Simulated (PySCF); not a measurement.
C₆H₁₀BNO (SMILES CCc1coc(BN)c1)

Input

```
{"job": {"kind": "nmr", "xc": "PBE0", "basis": "pcSseg-1"}, "charge": 0, "multiplicity": 1}
C      2.958942    -0.715170     0.045883
C      2.249823     0.616737     0.295800
C      0.791472     0.510949    -0.002682
C      0.131365     0.936888    -1.119774
O     -1.173848     0.644610    -1.053839
C     -1.401350     0.004631     0.129760
B     -2.827273    -0.467614     0.506561
N     -3.863152    -0.226777    -0.376620
C     -0.205340    -0.093474     0.800409
H      2.524622    -1.496954     0.664724
H      2.856789    -1.007751    -0.996905
H      4.017545    -0.632625     0.281631
H      2.384368     0.905290     1.341043
H      2.693925     1.391184    -0.333277
H      0.479063     1.450052    -1.996034
H     -3.027367    -1.018070     1.519871
H     -4.819810    -0.493856    -0.221817
H     -3.719601     0.244641    -1.254428
H     -0.059977    -0.543442     1.762232
```

Command:

```sh
OMP_NUM_THREADS=1 python probes_run.py task.json out
```

Geometry: GFN2-xTB.

Method: PBE0/pcSseg-1, SCF density, gas phase, non-relativistic (PySCF 2.14.0).

Question: Predict the electron density and electron localisation function between the atoms.

Answer: C–O (1.34 Å): the density is about 2.4 e/Å³ at the midpoint; the ELF peaks at about 0.90 between the atoms: a shared but strongly polarised pair.
C–C (1.37 Å): ρ is about 2.2 e/Å³ halfway; the ELF peaks at about 0.95 between the atoms: localised, covalent bonding.
B–N (1.38 Å): ρ is about 2 e/Å³ halfway; the ELF peaks at about 0.90 between the atoms: a polar covalent bond.
C–B (1.55 Å): ρ at the midpoint is about 1.5 e/Å³; the ELF peaks at about 1 between the atoms (localised, covalent bonding).

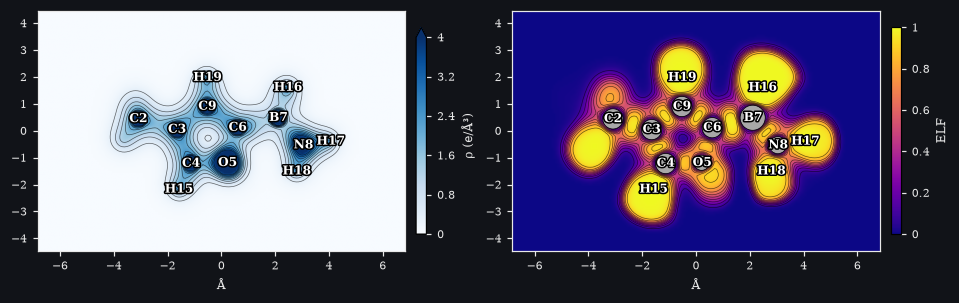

Computed electron density and electron localisation function on the plane of atoms N8, B7 and H16, in this order. Grey discs cover the atomic cores in the ELF map. 
